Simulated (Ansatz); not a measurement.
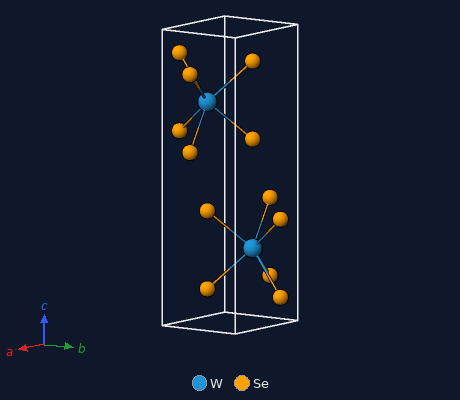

WSe2, space group P6_3/mmc (No. 194), a = 3.279 Å, b = 3.279 Å, c = 12.789 Å, α = 90.00°, β = 90.00°, γ = 120.00°

```json
{"site": "W", "Wyckoff": "2c", "x": "0.3333", "y": "0.6667", "z": "0.2500"}
{"site": "Se", "Wyckoff": "4f", "x": "0.3333", "y": "0.6667", "z": "0.6183"}
```

Source: coordinates from a relaxation with DFT PBE+D3(BJ), scalar-relativistic, plane waves, PAW (Ansatz 0.2.0).

Question: How is the cell volume shared among the sites in a plain Voronoi partition?

Answer:
| site | faces above 1 % of the sphere | volume (Å³) | solid angle by neighbour (%) |
| --- | --- | --- | --- |
| W | 12 | 15.71 | Se 82 W 18 |
| Se | 12 | 21.91 | Se 59 W 41 |

Weighted by multiplicity the volumes add up to the cell volume, 119.1 Å³.

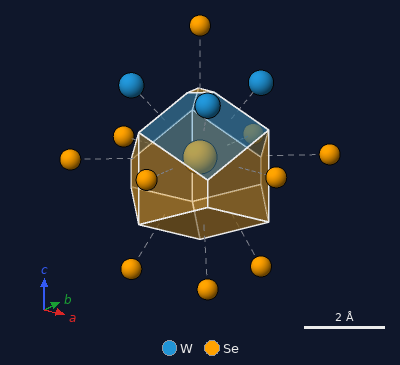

The computed Voronoi cell of Se, with the neighbours that bound it.
